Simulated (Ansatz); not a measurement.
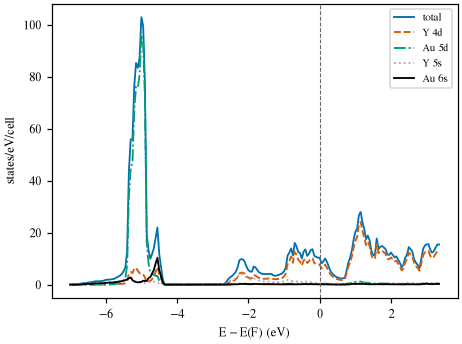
*Total and projected density of states of Y2Au in space group Pnma (No. 62; Y on 4c, Y on 4c, Au on 4c), DFT-r²SCAN in the program Ansatz with PAW potentials*

Q: Which orbitals carry the states next to the Fermi level?

A: Within 0.5 eV of the Fermi level: Y 4d 75 %, Y 5s 7 %, outside the projected shells 13 %. Projections are on Löwdin-orthogonalised atomic valence shells; empty p or d shells of many metals are not among them.

Q: Where is the tallest occupied peak in this window, and what makes it?

A: Near -5.0 eV, about 100 states/eV per cell; the largest projected share is Au 5d.

The workflow started from a Materials Project entry (that database holds measured and hypothetical structures alike); the Crystallography Open Database files this formula in space group No. 62, but the cells were not matched. Whether it is the stable phase at ambient conditions was not checked. The cell was relaxed with r²SCAN under the symmetry of its start; its stability against distortions is not shown here. No spin polarisation was allowed. Scalar-relativistic: spin–orbit coupling is off unless named, which matters more the heavier the elements.

Potentials: the later of the program's two PAW sets.
